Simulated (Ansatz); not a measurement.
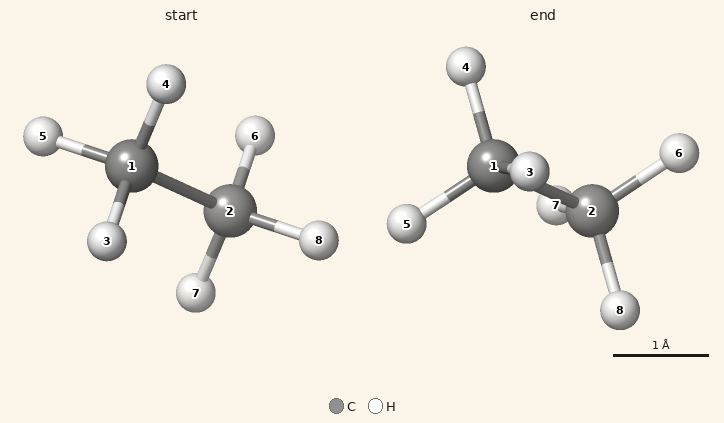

The two relaxed end points of a path for C₂H₆. Style: ball-and-stick. Shown from a free direction.

The calculation used Ansatz 0.2.0, RKS PBE0/def2-SVP.

The input:
```yaml
crystal:
  periodic: [false, false, false]
  atoms:
    - { symbol: C, position_ang: [-0.326878, 0.132237, -0.672745] }
    - { symbol: C, position_ang: [0.326875, -0.132235, 0.672749] }
    - { symbol: H, position_ang: [0.071307, -0.53325, -1.454759] }
    - { symbol: H, position_ang: [-1.41605, -0.026026, -0.632378] }
    - { symbol: H, position_ang: [-0.159314, 1.167736, -1.008355] }
    - { symbol: H, position_ang: [-0.071238, 0.533321, 1.45474] }
    - { symbol: H, position_ang: [1.416059, 0.025933, 0.632352] }
    - { symbol: H, position_ang: [0.159228, -1.167705, 1.008406] }
basis:
  gaussian: { orbitals: def2-SVP }
hamiltonian:
  xc: pbe0
neb:
  order_check: false
  images: 5
  f_tol: 0.05
  max_iterations: 60
  initial_path: idpp
  final_atoms:
    - { symbol: C, position_ang: [-0.32687455, 0.13223505, -0.67273842] }
    - { symbol: C, position_ang: [0.32687205, -0.13223301, 0.67274162] }
    - { symbol: H, position_ang: [-0.84339083, -0.76212598, -1.05525983] }
    - { symbol: H, position_ang: [-1.07399648, 0.93890905, -0.60885603] }
    - { symbol: H, position_ang: [0.41338872, 0.43165253, -1.43125827] }
    - { symbol: H, position_ang: [-0.41340115, -0.43157733, 1.43128027] }
    - { symbol: H, position_ang: [0.84345054, 0.76210744, 1.05522698] }
    - { symbol: H, position_ang: [1.07394069, -0.93895674, 0.60887368] }
```

Command:
```bash
ansatz run input.yaml --threads 1 --pin off --max-ram 2048MiB --backend cpu --events-out ev --progress --plain --runs-dir out
```

> Predict the minimum-energy path and its barrier.

The two ends have the same energy, and the highest point, image 3, lies 0.128 eV above the start. The motion is a rotation about the C1–C2 bond by about 120°. No bond forms or breaks between the ends. The band is converged. At the top, the vibrational analysis gives one imaginary mode (311i cm⁻¹), as a transition state must have.

Energies of the converged images:

```tsv
image	path (Å)	E (eV)
0	0.00	0.000
1	0.44	0.033
2	0.87	0.097
3	1.31	0.128
4	1.75	0.097
5	2.18	0.033
6	2.62	0.000
```

The geometry at the top of the path:

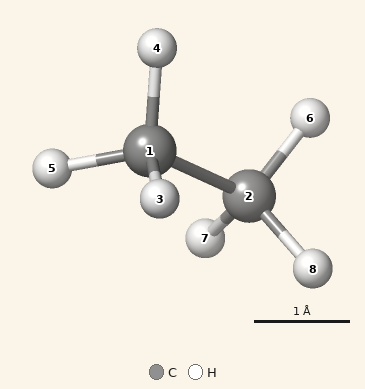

The run took 24 s on 1 thread of Intel(R) Xeon(R) Platinum 8488C (Sapphire Rapids), on a shared host, peak memory 0.12 GiB.
